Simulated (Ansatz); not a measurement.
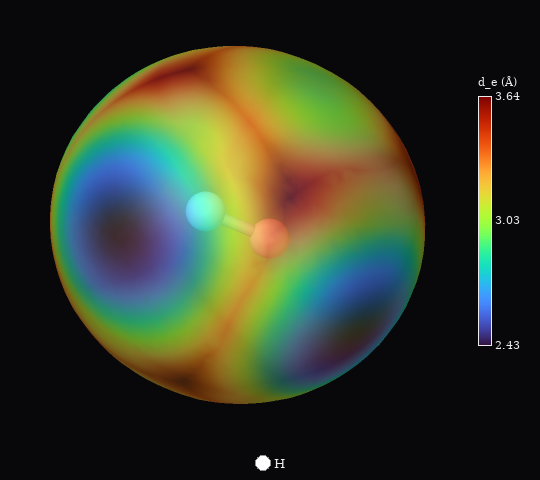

Hirshfeld surface computed for one H2 unit (covalently bonded non-metal atoms) in KH3 (I4/mcm), coloured by d_e.

The surface is where the fragment's share of the procrystal density (the sum of the densities of spherically averaged neutral Hartree-Fock atoms) equals one half. d_i and d_e are the distances from the surface to the nearest nucleus inside and outside. X–H bonds are as in the structure, not normalised.

Source of the atomic positions: the end point of a relaxation with Ansatz 0.2.0, DFT PBE, scalar-relativistic, plane waves, PAW; the starting structure was generated, so it need not be a known form of this composition.

```cif
data_structure
_symmetry_space_group_name_H-M 'I4/mcm'
_symmetry_Int_Tables_number 140
_cell_length_a 8.5233
_cell_length_b 8.5233
_cell_length_c 9.7057
_cell_angle_alpha 90.000
_cell_angle_beta 90.000
_cell_angle_gamma 90.000
_cell_volume 705.08
loop_
_atom_site_label
_atom_site_type_symbol
_atom_site_symmetry_multiplicity
_atom_site_Wyckoff_symbol
_atom_site_fract_x
_atom_site_fract_y
_atom_site_fract_z
_atom_site_occupancy
K1 K 4 c 0.00000 0.00000 0.50000 1
H1 H 8 h 0.46888 0.96888 0.50000 1
H2 H 4 a 0.00000 0.00000 0.75000 1
```

What is the shortest distance from the fragment to an atom outside it?

Answer. H–K, 4.01 Å.

How is the surface shared among contacts (nearest atom inside ··· nearest atom outside)?

Answer. H···K 64 %, H···H 36 %. The surface faces 16 neighbours with more than 2 % of its area each: 12 H + 4 K.

Give the size and shape of the surface.

Answer. It encloses about 27.7 Å³, has an area of about 44 Å² and a globularity of 1.00 (1 for a sphere).
